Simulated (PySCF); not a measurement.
# CH8AsB: the cost of one run

Computed with PySCF 2.14.0, with density-fitted response routines of our own, on a single molecule in the gas phase. Atoms count from 0, in the outputs and in this text.

## 1. Starting geometry

11 atoms, charge 0, multiplicity 1; geometry from: GFN2-xTB.

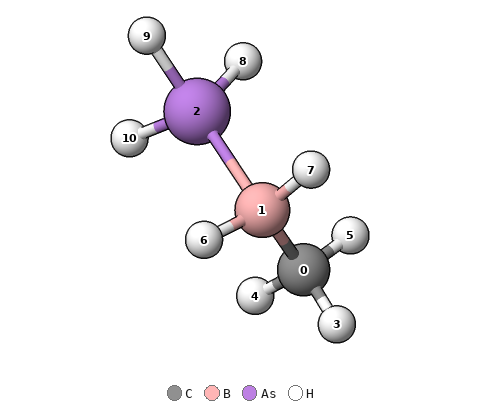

As it starts; carbon grey, boron pink, arsenic purple, hydrogen white, atoms numbered; sticks join atoms by distance.

## 2. Optimising the geometry at PBE0-D3(BJ)/def2-SVP

Job settings and geometry (Å):

```
{"job": {"xc": "PBE0", "basis": "def2-SVP", "d3": "d3bj", "grid": 1, "kind": "geom"}, "charge": 0, "multiplicity": 1}
C     -1.452406     0.346460    -0.286646
B     -0.509960    -0.510408     0.707334
As     1.481865    -0.103954    -0.067189
H     -2.496429     0.269244     0.007754
H     -1.203235     1.410983    -0.282406
H     -1.390117     0.001943    -1.321894
H     -0.407962    -0.105528     1.821299
H     -0.584713    -1.693245     0.622240
H      1.810847    -0.317306    -1.503595
H      2.809853    -0.604178     0.392233
H      1.947682     1.308658    -0.115093
```

The run is started by

```sh
OMP_NUM_THREADS=1 python probes_run.py task.json out
```

This one command runs all jobs of the session in turn.

**Question.** How long does this first job take on 1 thread of Intel Xeon Platinum 8375C at 2.90GHz, shared host, and how much memory does it need?

About 31 s, with a peak of 0.42 GiB.
